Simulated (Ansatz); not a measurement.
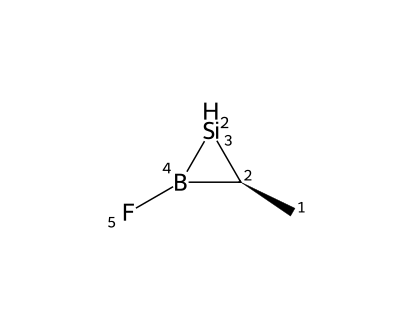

A structural formula, with wedges where it has stereocentres; small numbers name the atoms. The configuration is that of a computed structure (PBE-D4/def2-SVP).

Assign CIP descriptors.

Answer. C2: R.

Write the isomeric SMILES.

Answer. C[C@@H]1[SiH2]B1F
